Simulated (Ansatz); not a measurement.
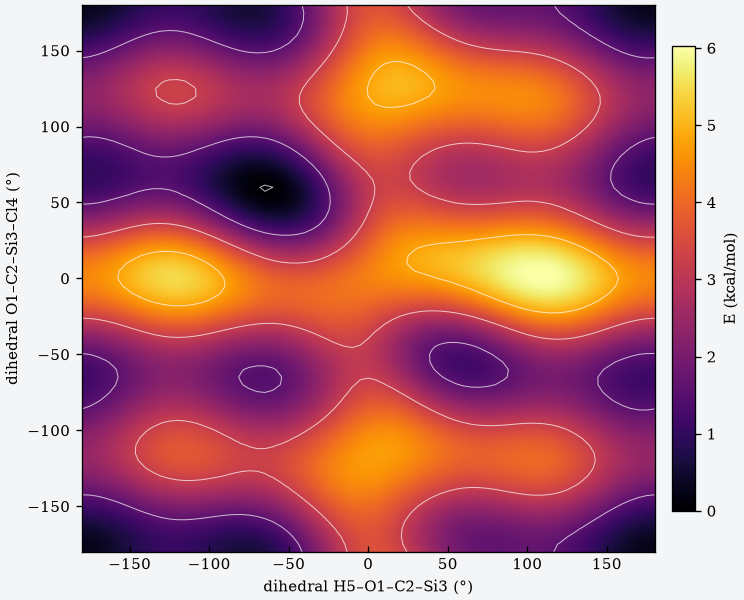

CH₅ClOSi, SMILES OC[SiH2]Cl. First axis: dihedral H5–O1–C2–Si3. Second axis: dihedral O1–C2–Si3–Cl4. Nothing is relaxed (all other coordinates rigid). Grid: 18 × 18 points. Points are written as (first, second). Energies: kcal/mol, counted from the lowest grid point. Method: RHF/def2-TZVP in Ansatz 0.2.0.

The picture shows a smooth colour map with a few white contour lines. Between grid points the surface is interpolated.

The lowest grid point is at (−60°, 60°). Higher local minima lie near (−180°, −180°) (0.27 kcal/mol above the lowest at that grid point); (−80°, −180°) (0.59 kcal/mol above the lowest at that grid point); (−180°, 60°) (1.10 kcal/mol above the lowest at that grid point). The highest grid point, (100°, 0°), lies 6.03 kcal/mol above the lowest. On the interpolated surface the easiest way out of the lowest well to the well at about (−175°, 70°) passes a barrier of about 1.4 kcal/mol. Round the minimum the valley is somewhat tilted: raising dihedral H5–O1–C2–Si3 shifts the best value of dihedral O1–C2–Si3–Cl4 downwards (coupling k₁₂/√(k₁₁k₂₂) about 0.3).

The level of theory is changed to RKS PBE0-D4/def2-TZVP (Ansatz 0.2.0); with it change the reference geometry, relaxed at the new level; the new grid has 10 × 10 points, laid about the new relaxed structure.

What does this change do to the map?

Answer. The minimum (interpolated where it lies between grid points) moves from about (−65°, 60°) to about (−55°, 55°). The span from the lowest to the highest grid point stays at about 5.9 kcal/mol. The easiest pass out of the lowest well goes from about 1.4 to about 3 kcal/mol on the interpolated surfaces.

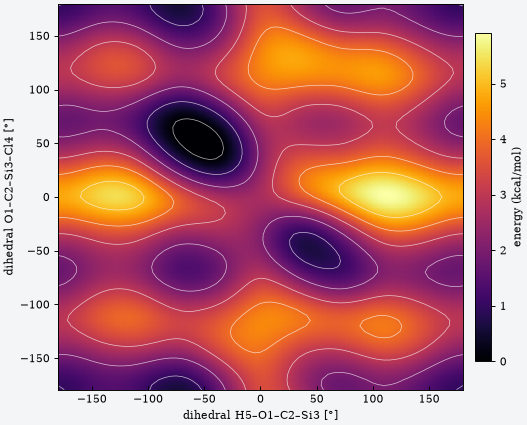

The map after the change, on a colour scale of its own. The picture shows a smooth colour map with a few white contour lines. Between grid points the surface is interpolated.
